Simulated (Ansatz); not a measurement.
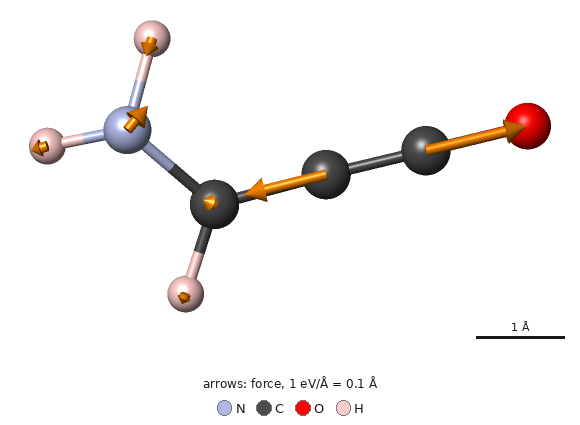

Starting geometry of C$_{3}$H$_{3}$NO (coarse preliminary run) with the computed forces as orange arrows. Style: ball-and-stick. Shown face on.

The start comes from a force field.

Method: Ansatz 0.2.0, RKS PBE-D4/def2-SVP. (force threshold 0.03 eV/Å; at most 200 steps)

Q: Is this structure relaxed? If not, where do the atoms go?

A: It isn't relaxed: the largest force vector, on a C atom, is 11.85 eV/Å. The final displacements have little in common with the starting forces (cosine between the two patterns 0.03). The atom that moves furthest after the best rigid fit is the O atom (0.49 Å). By element the largest moves are O 0.49 Å, C 0.46 Å, H 0.39 Å, N 0.25 Å. Among the contacts that change: C–C 1.171 → 1.300 Å, H–N 1.092 → 1.021 Å, C–C 1.319 → 1.361 Å, C–H 1.076 → 1.111 Å. Among the angles between lasting bonds that change: C–C–C 174.0° → 141.7°, C–N–H 110.6° → 119.4°, H–N–H 111.3° → 119.0°. Over 15 accepted moves (16 points after the start) the energy falls by 0.971 eV. The largest force component goes from 9.4 to 0.011 eV/Å. The line search rejected the trial step at point 2 of the run.
